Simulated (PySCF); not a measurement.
**AlH3: electronic excitations and core binding energies**

Wanted: the electronic excitations and core binding energies of AlH3 (`[AlH3]`), by calculation.

The runs use PySCF 2.14.0, with density-fitted response routines of our own; the level of theory stands in each step. All values are computed, except where a source is named. Atoms count from 0, in the outputs and in this text.

### Step 1. The molecule as given

4 atoms, charge 0, multiplicity 1; geometry from: GFN2-xTB.

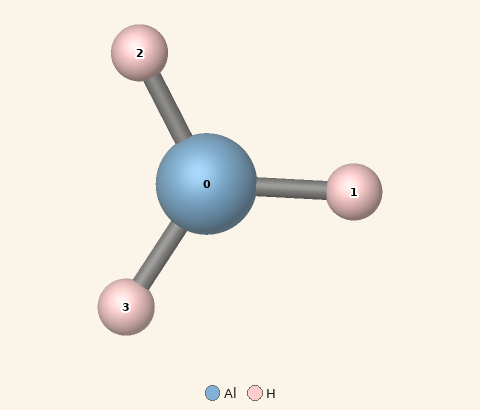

The starting geometry (aluminium light blue, hydrogen pink), atoms numbered; sticks join atoms by distance.

### Step 2. Excited states and response: CAM-B3LYP/def2-SVPD

The job: settings as JSON, then the geometry in Å.

```
{"job": {"kind": "uv", "xc": "CAM-B3LYP", "basis": "def2-SVPD", "nstates": 8, "ntriplets": 3}, "charge": 0, "multiplicity": 1}
Al     0.002430     0.001137     0.012534
H     -1.318365    -0.813236    -0.048335
H      0.037646     1.463976    -0.507427
H      1.288523    -0.647105     0.593530
```

With the program's defaults for keys left out, this is: TDDFT CAM-B3LYP/def2-SVPD, vertical, gas phase, core orbitals frozen in the response.

**Question.** This job is followed by: delta-SCF UKS SCAN, pcX-2 on the ionised atom, pcseg-1 elsewhere, spin-free X2C. Predict these results of the whole session: lowest singlet (CAM-B3LYP/def2-SVPD); brightest single state of those computed; lowest triplet; Al1s binding energies, SCAN/pcX-2; Al2p binding energies, SCAN/pcX-2.

As calculated:

```
                                quantity                        value
    lowest singlet (CAM-B3LYP/def2-SVPD)  5.41 eV (229 nm), f = 0.000
brightest single state of those computed  state 4, 8.32 eV, f = 0.154
                          lowest triplet                      4.91 eV
       Al1s binding energies, SCAN/pcX-2               Al0 1567.41 eV
       Al2p binding energies, SCAN/pcX-2                 Al0 81.09 eV
```

**Reading.** The first singlet state (HOMO→LUMO 0.99) lies at 5.41 eV and is dark; of the 8 states computed, the strongest absorption comes from states 3 to 4 together at 8.32 eV. The lowest triplet lies 0.50 eV below the lowest singlet (triplets in Tamm-Dancoff, singlets in full TDDFT).
